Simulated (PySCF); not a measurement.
C6H10GeSi, SMILES [SiH3]c1cc[c]([GeH3])cc1, singlet at its GFN2-xTB optimised geometry (Å):

```
18

Si    -1.2218     3.1181    -0.0286
C     -0.5386     1.3592    -0.0343
C     -1.1472     0.3578     0.7175
C     -0.6458    -0.9292     0.7355
C      0.4855    -1.2615     0.0000
C      1.0992    -0.2662    -0.7511
C      0.5953     1.0199    -0.7671
Ge     1.1871    -3.0813     0.0000
H     -0.8350     3.7809     1.2205
H     -2.6824     3.0616    -0.1217
H     -0.6692     3.8459    -1.1719
H     -2.0293     0.5936     1.2976
H     -1.1341    -1.6924     1.3293
H      1.9843    -0.5078    -1.3272
H      1.0899     1.7777    -1.3596
H      2.6824    -3.0813     0.0000
H      0.7571    -3.8459    -1.2130
H      0.7058    -3.8356     1.1973
```

Level of theory: B3LYP/def2-SVP in PySCF 2.14.0. Cells within 0.4 Å of a nucleus heavier than hydrogen are left out (blank, or x).

Map of the log10 of the electron density (e/bohr³), floored at −4 on the plane z = 1.0 Å:

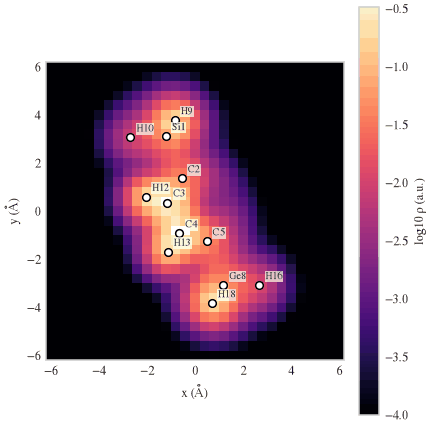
Figure: Log10 of the electron density (e/bohr³), floored at −4 on the plane z = 1.0 Å.
